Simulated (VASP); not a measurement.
## ZnSe (Stilleite) with and without spin-orbit coupling

What does spin-orbit coupling change in ZnSe (Stilleite), and what does it cost? All runs use r2SCAN. The start is a cell from a database of measured crystal structures.

Main program and level: VASP 6.6.1; r2SCAN; plane waves and PAW (Zn, Se), in the first sound run; inputs show where later runs differ.

## 1. The structure

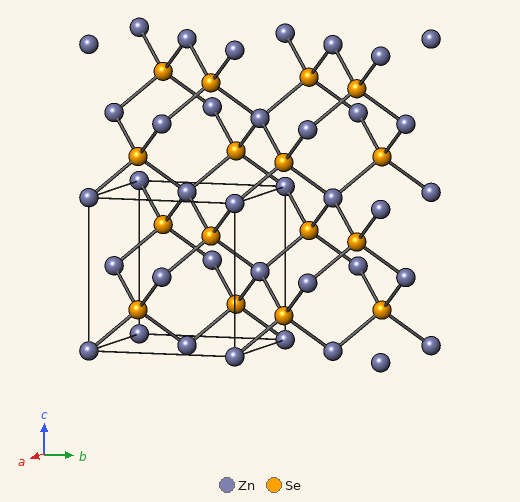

The starting structure, seen slightly off an axis (zinc blue, selenium orange). 1×2×2 cells are drawn. This picture shows the conventional cell, with its axes. Bonds to atoms that aren't drawn are left out. Some periodic images of atoms are drawn too.

As a file:

```xyz
2
Lattice="0.0000 2.8338 2.8338 2.8338 0.0000 2.8338 2.8338 2.8338 0.0000" Properties=species:S:1:pos:R:3 pbc="T T T"
Zn    0.0000    0.0000    0.0000
Se    1.4169    1.4169    1.4169
```

## 2. Reference run

A single point writes out density, ELF and potential. r2SCAN adds the kinetic-energy density, costs more than a GGA and is run with LASPH.

INCAR reads:

```
SYSTEM = ZnSe
PREC = Accurate
ENCUT = 400
EDIFF = 1E-06
NELM = 100
ISMEAR = -1
SIGMA = 0.05
LREAL = .FALSE.
ALGO = Normal
METAGGA = R2SCAN
LASPH = .TRUE.
NBANDS = 15
LORBIT = 11
LWAVE = .FALSE.
LCHARG = .TRUE.
ISIF = 2
LELF = .TRUE.
LVHAR = .TRUE.
```

POSCAR reads:

```
ZnSe
1.0
    0.0000000000      2.8338000000      2.8338000000
    2.8338000000      0.0000000000      2.8338000000
    2.8338000000      2.8338000000      0.0000000000
Zn Se
1 1
Direct
    0.0000000000      0.0000000000      0.0000000000
    0.2500000000      0.2500000000      0.2500000000
```

KPOINTS reads:

```
Automatic mesh
0
Gamma
6 6 6
0 0 0
```

The projector-augmented-wave data sets are Zn and Se (PBE family, release 64).

The run is started by

```bash
$ mpirun -np 2 vasp_std
```

Log:

```text
[banner, memory and clock lines left out]
running    2 mpi-ranks, on    1 nodes
 distrk:  each k-point on    2 cores,    1 groups
 distr:  one band on    1 cores,    2 groups

 POSCAR found type information on POSCAR ZnSe
 POSCAR found :  2 types and       2 ions
|                                                                             |
|               ----> ADVICE to this user running VASP <----                  |
|                                                                             |
|     You enforced a specific xc type in the INCAR file but a different       |
|     [... a line on the potential file left out ...]
|     I HOPE YOU KNOW WHAT YOU ARE DOING!                                     |
|                                                                             |

 LDA part: xc-table for (None), standard interpolation
|                                                                             |
|           W    W    AA    RRRRR   N    N  II  N    N   GGGG   !!!           |
|           W    W   A  A   R    R  NN   N  II  NN   N  G    G  !!!           |
|           W    W  A    A  R    R  N N  N  II  N N  N  G       !!!           |
|           W WW W  AAAAAA  RRRRR   N  N N  II  N  N N  G  GGG   !            |
|           WW  WW  A    A  R   R   N   NN  II  N   NN  G    G                |
|           W    W  A    A  R    R  N    N  II  N    N   GGGG   !!!           |
|                                                                             |
|     The number of bands has been changed from the values supplied in        |
|     The orbitals not found in the WAVECAR file will be initialized with     |
|     random numbers, which is usually adequate. For correlated               |
|     calculations, however, you should redo the groundstate calculation.     |
|     I found NBANDS = 15. Now, NBANDS = 16.                                  |
|                                                                             |

 POSCAR, INCAR and KPOINTS ok, starting setup
 FFT: planning ... GRIDC
 FFT: planning ... GRID_SOFT
 FFT: planning ... GRID
 WAVECAR not read
 entering main loop
       N       E                     dE             d eps       ncg     rms          rms(c)
DAV:   1     0.596020439733E+02    0.59602E+02   -0.76210E+03   512   0.111E+03
DAV:   2    -0.228021573014E+02   -0.82404E+02   -0.78061E+02   576   0.232E+02
DAV:   3    -0.276471357199E+02   -0.48450E+01   -0.48296E+01   624   0.592E+01
DAV:   4    -0.276792321916E+02   -0.32096E-01   -0.32093E-01   616   0.520E+00
DAV:   5    -0.276793660233E+02   -0.13383E-03   -0.13383E-03   648   0.296E-01    0.503E+00
DAV:   6    -0.249121816954E+02    0.27672E+01   -0.13125E+00   528   0.318E+01    0.469E+00
DAV:   7    -0.248826543330E+02    0.29527E-01   -0.30397E-01   656   0.856E+00    0.222E+00
DAV:   8    -0.248965143371E+02   -0.13860E-01   -0.33529E-02   648   0.167E+00    0.544E-01
DAV:   9    -0.248983444337E+02   -0.18301E-02   -0.41811E-03   672   0.144E+00    0.879E-02
DAV:  10    -0.248984767980E+02   -0.13236E-03   -0.93408E-04   624   0.387E-01    0.559E-02
DAV:  11    -0.248984482701E+02    0.28528E-04   -0.39011E-04   688   0.437E-01    0.450E-02
DAV:  12    -0.248984346536E+02    0.13616E-04   -0.11962E-04   632   0.263E-01    0.781E-03
DAV:  13    -0.248984423738E+02   -0.77202E-05   -0.12271E-05   680   0.650E-02    0.501E-03
DAV:  14    -0.248984409388E+02    0.14351E-05   -0.28826E-06   416   0.307E-02    0.953E-04
DAV:  15    -0.248984418004E+02   -0.86162E-06   -0.13395E-07   256   0.600E-03
   1 F= -.24898442E+02 E0= -.24898442E+02  d E =-.263843E-09
```

Elapsed: 18 s, on 2 MPI ranks of Intel Xeon 6975P-C (Granite Rapids), shared host; peak memory 0.26 GiB.

The logs omit lines about the potential files and the build; timing stands in the text.

Parts of OUTCAR (step 2):

```text
ion  position               nearest neighbor table
   1  0.000  0.000  0.000-   2 2.45   2 2.45   2 2.45   2 2.45
   2  0.250  0.250  0.250-   1 2.45   1 2.45   1 2.45   1 2.45

  LATTYP: Found a face centered cubic cell.
 ALAT       =     5.6676000000

 Subroutine GETGRP returns: Found 24 space group operations
 (whereof 24 operations were pure point group operations)

The static configuration has the point symmetry T_d .

 Found     16 irreducible k-points:

   k-points           NKPTS =     16   k-points in BZ     NKDIM =     16   number of bands    NBANDS=     16

   dimension x,y,z NGX =    28 NGY =   28 NGZ =   28
   dimension x,y,z NGXF=    56 NGYF=   56 NGZF=   56

   ENCUT  =  400.0 eV  29.40 Ry    5.42 a.u.   6.54  6.54  6.54*2*pi/ulx,y,z

   NELECT =      18.0000    total number of electrons

 k-points in reciprocal lattice and weights: Automatic mesh
   0.00000000  0.00000000  0.00000000       0.005
   0.16666667  0.00000000  0.00000000       0.037
   0.33333333  0.00000000  0.00000000       0.037
   0.50000000  0.00000000  0.00000000       0.019
   0.16666667  0.16666667  0.00000000       0.028
   0.33333333  0.16666667  0.00000000       0.111
   0.50000000  0.16666667  0.00000000       0.111
  -0.33333333  0.16666667  0.00000000       0.111
  -0.16666667  0.16666667  0.00000000       0.056
[...]
-0.33333333  0.33333333  0.16666667       0.111
  -0.33333333  0.50000000  0.16666667       0.056

 average (electrostatic) potential at core
       1 -42.6549       2 -60.4114

 E-fermi :   2.2514

 k-point     1 :       0.0000    0.0000    0.0000
  band No.  band energies     occupation
    ...
      5      -4.9843      2.00000
      6      -4.9843      2.00000
      7       1.3010      2.00000
      8       1.3010      2.00000
      9       1.3010      2.00000
     10       3.1654      0.00000
     11       7.6140      0.00000
     12       7.6142      0.00000
     13       7.6142      0.00000
     14      11.8869      0.00000
    ...

 k-point     2 :       0.1667    0.0000    0.0000
  band No.  band energies     occupation
    ...
      5      -4.9855      2.00000
      6      -4.9855      2.00000
      7      -0.5533      2.00000
      8       1.0461      2.00000
      9       1.0461      2.00000
     10       4.3717      0.00000
     11       7.6737      0.00000
     12       8.0264      0.00000
     13       8.0266      0.00000
     14      12.3131      0.00000
    ...

 k-point     3 :       0.3333    0.0000    0.0000
  band No.  band energies     occupation
    ...
      5      -4.9777      2.00000
      6      -4.9776      2.00000
      7      -2.7850      2.00000
      8       0.6103      2.00000
      9       0.6103      2.00000
     10       4.4974      0.00000
     11       8.2791      0.00000
     12       8.2793      0.00000
     13       9.4144      0.00000
     14      12.3330      0.00000
    ...

  Total       -0.0833032     -0.0833032     -0.0833032     -0.0000000     -0.0000000      0.0000000
  in kB       -2.9324782     -2.9324782     -2.9324782     -0.0000000     -0.0000000      0.0000000
  external PRESSURE =      -2.9324782 kB  Pullay stress =       0.0000000 kB

  energy-cutoff  :      400.00
  volume of cell :       45.51
      direct lattice vectors                 reciprocal lattice vectors
     0.000000000  2.833800000  2.833800000    -0.176441527  0.176441527  0.176441527
     2.833800000  0.000000000  2.833800000     0.176441527 -0.176441527  0.176441527
     2.833800000  2.833800000  0.000000000     0.176441527  0.176441527 -0.176441527

 POSITION                                       TOTAL-FORCE (eV/Angst)
 -----------------------------------------------------------------------------------
      0.00000      0.00000      0.00000         0.000000      0.000000      0.000000
      1.41690      1.41690      1.41690        -0.000000     -0.000000     -0.000000
 -----------------------------------------------------------------------------------
    total drift:                                0.000005      0.000005      0.000006

  FREE ENERGIE OF THE ION-ELECTRON SYSTEM (eV)
  ---------------------------------------------------
  free  energy   TOTEN  =       -24.8984418004 eV

  energy  without entropy=      -24.8984418001  energy(sigma->0) =      -24.89844180

 total charge
# of ion       s       p       d       tot
------------------------------------------
    1        0.511   0.443   9.802  10.756
    2        1.430   2.485   0.030   3.944
--------------------------------------------------
tot          1.940   2.928   9.832  14.700

[... 3 further parts left out ...]
```

The gap is read on the k-mesh alone, so it is an upper bound where the band edges lie off the mesh. The PAW data sets were made with PBE, which is usual practice but a small mismatch for other functionals.

This step gave:

* SCF cycles: 15
* electrons: 18
* bands: 16
* irreducible k-points: 16
* symmetry operations: 24
* free energy (TOTEN): -24.90 eV
* Fermi energy: 2.251 eV
* pressure: -0.2932 GPa
* metallic: no
* valence top at k: 0, 0, 0
* conduction bottom at k: 0, 0, 0
* least direct gap at k: 0, 0, 0
* gap on the k-mesh: 1.864 eV
* least direct gap on the k-mesh: 1.864 eV

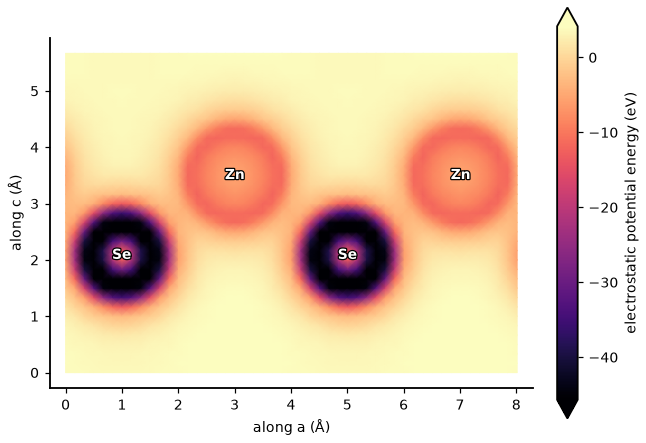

Electrostatic potential energy in the ac plane of a cell with a along [110], b along [-110] and c along [001] of the cube at fractional y = 0.000, with atoms of Zn and Se within 0.2 Å of it. With pseudopotentials it is smooth inside the atoms' cores, unlike the true potential. The map starts off the cell's origin, so that atoms lie inside it.

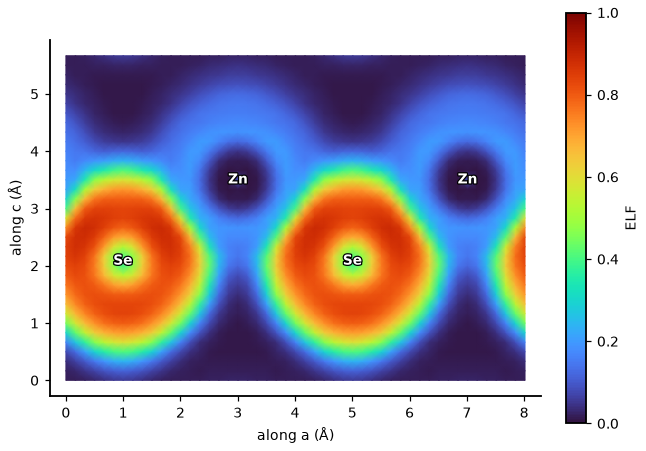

ELF in the ac plane of a cell with a along [110], b along [-110] and c along [001] of the cube at fractional y = 0.000, with atoms of Zn and Se within 0.2 Å of it. It is the smooth field of the valence electrons, not physical close to the nuclei. The map starts off the cell's origin, so that atoms lie inside it.

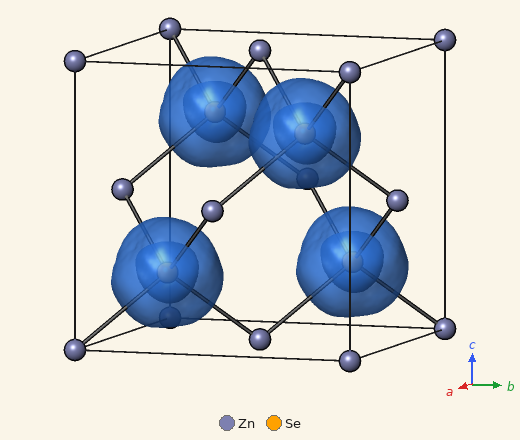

Surface of ELF = 0.8. Bonds to atoms that aren't drawn are left out.

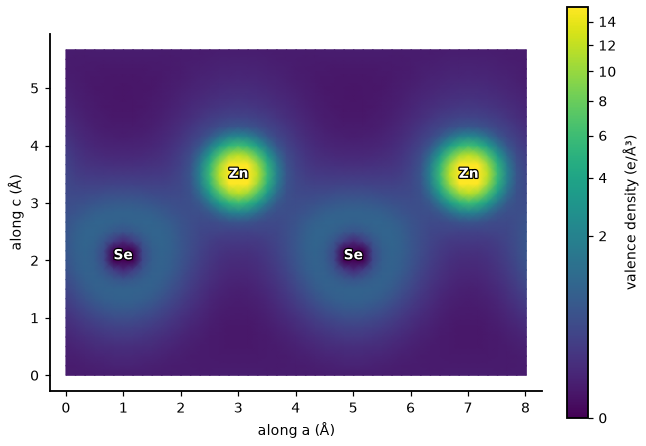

Valence density in the ac plane of a cell with a along [110], b along [-110] and c along [001] of the cube at fractional y = 0.000, with atoms of Zn and Se within 0.2 Å of it. It is the smooth field of the valence electrons, not physical close to the nuclei. The map starts off the cell's origin, so that atoms lie inside it. The colour scale is stretched toward low values.

The pressure is -0.29 GPa and the largest force 0.000 eV/Å.

## 3. Bands along the symmetry lines (r2SCAN)

The mesh alone shows little of the dispersion and can miss band extrema, so KPOINTS_OPT adds a path through the symmetry points after the self-consistent cycle.

Changes to INCAR since step 2:

```diff
@@ -11,8 +11,6 @@
 LASPH = .TRUE.
-NBANDS = 15
+NBANDS = 21
 LORBIT = 11
 LWAVE = .FALSE.
-LCHARG = .TRUE.
-ISIF = 2
-LELF = .TRUE.
-LVHAR = .TRUE.
+LCHARG = .FALSE.
+KPAR = 2
```

POSCAR is that of step 2.

KPOINTS is that of step 2.

KPOINTS_OPT reads:

```
Line mode
16
Line-mode
Reciprocal
  0.00000000   0.00000000   0.00000000 GAMMA
  0.50000000   0.00000000   0.50000000 X

  0.50000000   0.00000000   0.50000000 X
  0.50000000   0.25000000   0.75000000 W

  0.50000000   0.25000000   0.75000000 W
  0.37500000   0.37500000   0.75000000 K

  0.37500000   0.37500000   0.75000000 K
  0.00000000   0.00000000   0.00000000 GAMMA

  0.00000000   0.00000000   0.00000000 GAMMA
  0.50000000   0.50000000   0.50000000 L

  0.50000000   0.50000000   0.50000000 L
  0.62500000   0.25000000   0.62500000 U

  0.62500000   0.25000000   0.62500000 U
  0.50000000   0.25000000   0.75000000 W

  0.50000000   0.25000000   0.75000000 W
  0.50000000   0.50000000   0.50000000 L

  0.50000000   0.50000000   0.50000000 L
  0.37500000   0.37500000   0.75000000 K

  0.62500000   0.25000000   0.62500000 U
  0.50000000   0.00000000   0.50000000 X
```

The run is started by

```bash
$ mpirun -np 2 vasp_std
```

Log:

```text
[banner, memory and clock lines left out]
running    2 mpi-ranks, on    1 nodes
 distrk:  each k-point on    1 cores,    2 groups
 distr:  one band on    1 cores,    1 groups

 POSCAR found type information on POSCAR ZnSe
 POSCAR found :  2 types and       2 ions
 [... a notice as in an earlier step ...]

 LDA part: xc-table for (None), standard interpolation
 POSCAR, INCAR and KPOINTS ok, starting setup
 FFT: planning ... GRIDC
 FFT: planning ... GRID_SOFT
 FFT: planning ... GRID
 WAVECAR not read
 entering main loop
       N       E                     dE             d eps       ncg     rms          rms(c)
DAV:   1     0.742589244243E+02    0.74259E+02   -0.71304E+03   680   0.820E+02
DAV:   2    -0.201062227263E+02   -0.94365E+02   -0.85371E+02   708   0.207E+02
DAV:   3    -0.276094418371E+02   -0.75032E+01   -0.74391E+01   780   0.583E+01
DAV:   4    -0.276791643874E+02   -0.69723E-01   -0.69703E-01   790   0.578E+00
DAV:   5    -0.276793659904E+02   -0.20160E-03   -0.20160E-03   752   0.301E-01    0.503E+00
DAV:   6    -0.249130874801E+02    0.27663E+01   -0.99656E-01   692   0.242E+01    0.467E+00
DAV:   7    -0.248831229212E+02    0.29965E-01   -0.26666E-01   782   0.658E+00    0.224E+00
DAV:   8    -0.248966328285E+02   -0.13510E-01   -0.31526E-02   772   0.129E+00    0.540E-01
DAV:   9    -0.248983002125E+02   -0.16674E-02   -0.37104E-03   827   0.114E+00    0.101E-01
DAV:  10    -0.248984765826E+02   -0.17637E-03   -0.85682E-04   725   0.284E-01    0.616E-02
DAV:  11    -0.248984545448E+02    0.22038E-04   -0.52118E-04   817   0.474E-01    0.624E-02
DAV:  12    -0.248984340726E+02    0.20472E-04   -0.20889E-04   839   0.317E-01    0.872E-03
DAV:  13    -0.248984414004E+02   -0.73278E-05   -0.11797E-05   806   0.489E-02    0.483E-03
DAV:  14    -0.248984414261E+02   -0.25687E-07   -0.19344E-06   603   0.170E-02
   1 F= -.24898441E+02 E0= -.24898441E+02  d E =-.266415E-09
 Start KPOINTS_OPT (optional k-point list driver)
k-point batch [1-16\160]
       N       E                     dE             ncg
DAV:   1     0.471295717283E+03   -0.35384E+04      672
DAV:   2    -0.111696467079E+04   -0.15883E+04      732
DAV:   3    -0.124145358414E+04   -0.12449E+03      813
DAV:   4    -0.124261495297E+04   -0.11614E+01      770
DAV:   5    -0.124261791558E+04   -0.29626E-02      803
DAV:   6    -0.124261792939E+04   -0.13810E-04      755
DAV:   7    -0.124261792947E+04   -0.79571E-07      648
[...]
k-point batch [145-160\160]
       N       E                     dE             ncg
DAV:   1     0.331464659735E+03   -0.90572E+04      672
DAV:   2    -0.122499029719E+04   -0.15565E+04      680
DAV:   3    -0.134897464193E+04   -0.12398E+03      852
DAV:   4    -0.135019003216E+04   -0.12154E+01      767
DAV:   5    -0.135019343188E+04   -0.33997E-02      765
DAV:   6    -0.135019344990E+04   -0.18017E-04      777
DAV:   7    -0.135019345002E+04   -0.12125E-06      629
```

It took 62 s on 2 MPI ranks; peak memory 0.32 GiB.

From OUTCAR (step 3):

```text
The static configuration has the point symmetry T_d .

 Found     16 irreducible k-points:

   k-points           NKPTS =     16   k-points in BZ     NKDIM =     16   number of bands    NBANDS=     21

   NELECT =      18.0000    total number of electrons

 E-fermi :   2.2490

 k-point     1 :       0.0000    0.0000    0.0000
  band No.  band energies     occupation
    ...
      5      -4.9842      2.00000
      6      -4.9842      2.00000
      7       1.3008      2.00000
      8       1.3009      2.00000
      9       1.3009      2.00000
     10       3.1653      0.00000
     11       7.6139      0.00000
     12       7.6141      0.00000
     13       7.6141      0.00000
     14      11.8870      0.00000
    ...

 k-point     2 :       0.1667    0.0000    0.0000
  band No.  band energies     occupation
    ...
      5      -4.9854      2.00000
      6      -4.9854      2.00000
      7      -0.5534      2.00000
      8       1.0459      2.00000
      9       1.0460      2.00000
     10       4.3716      0.00000
     11       7.6736      0.00000
     12       8.0263      0.00000
     13       8.0265      0.00000
     14      12.3131      0.00000
    ...

  Total       -0.0846340     -0.0846340     -0.0846340     -0.0000000     -0.0000000     -0.0000000
  in kB       -2.9793261     -2.9793261     -2.9793261     -0.0000000     -0.0000000     -0.0000000
  external PRESSURE =      -2.9793261 kB  Pullay stress =       0.0000000 kB

  FREE ENERGIE OF THE ION-ELECTRON SYSTEM (eV)
  ---------------------------------------------------
  free  energy   TOTEN  =       -24.8984414261 eV

  energy  without entropy=      -24.8984414258  energy(sigma->0) =      -24.89844143

[... 9 parts as in an earlier step ...]

[... 5 further parts left out ...]
```

Spin-orbit coupling is off here; it would split degenerate levels, and it lifts a valence top of Se p states by about 0.1 eV.

This step gave:

| Item | Value |
| --- | --- |
| SCF cycles | 14 |
| bands | 21 |
| Fermi energy | 2.249 eV |
| pressure | -0.2979 GPa |
| least gap on mesh and path | 1.864 eV |
| least direct gap on mesh and path | 1.864 eV |

Electronic bands along the path, in eV, zero at the valence-band top; v1 is the highest filled band, c1 the lowest empty one:

| point | v4 | v3 | v2 | v1 | c1 | c2 | c3 | c4 |
| --- | --- | --- | --- | --- | --- | --- | --- | --- |
| Γ | -6.29 | 0.00 | 0.00 | 0.00 | 1.86 | 6.31 | 6.31 | 6.31 |
| X | -6.11 | -4.79 | -2.23 | -2.23 | 3.33 | 3.87 | 11.51 | 12.06 |
| W | -5.98 | -4.71 | -2.82 | -2.70 | 5.83 | 6.08 | 7.59 | 8.21 |
| K | -6.02 | -4.75 | -3.15 | -1.83 | 3.99 | 6.05 | 9.64 | 9.90 |
| Γ | -6.29 | 0.00 | 0.00 | 0.00 | 1.86 | 6.31 | 6.31 | 6.31 |
| L | -6.13 | -5.30 | -0.88 | -0.88 | 3.05 | 6.86 | 6.86 | 9.07 |
| U | -6.02 | -4.75 | -3.15 | -1.83 | 3.99 | 6.05 | 9.64 | 9.90 |
| W | -5.98 | -4.71 | -2.82 | -2.70 | 5.83 | 6.08 | 7.59 | 8.21 |
| L | -6.13 | -5.30 | -0.88 | -0.88 | 3.05 | 6.86 | 6.86 | 9.07 |
| K | -6.02 | -4.75 | -3.15 | -1.83 | 3.99 | 6.05 | 9.64 | 9.90 |
| jump to U | -6.02 | -4.75 | -3.15 | -1.83 | 3.99 | 6.05 | 9.64 | 9.90 |
| X | -6.11 | -4.79 | -2.23 | -2.23 | 3.33 | 3.87 | 11.51 | 12.06 |

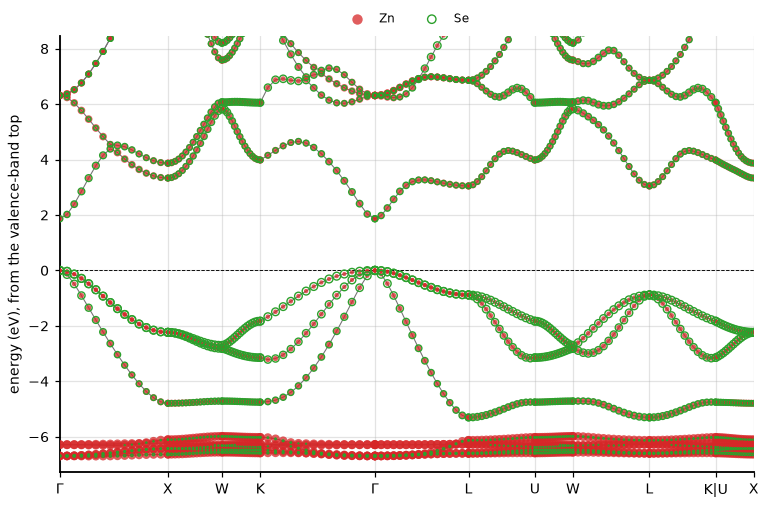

Electronic bands along the path; dots are coloured as in the legend, and their area grows with the weight.

The path finds the gap of the mesh within 0.02 eV, so the mesh comes close to both band edges.

[end of part 1 of 4]

[Lines on the potential files, build, host, timing and source positions are cut from VASP's logs without a mark.]

[Logs are printed without paths, hosts, clocks, repeated set-up lines and the standing remarks that a program may print on its own settings, such as how far it seeks lower states.]

[Hosts, paths, dates, database ids (printed as entryN), source tags and the programs' standing remarks are cut or masked in the printed files.]

[A measured line is paired with the nearest computed mode of its activity, which favours agreement.]
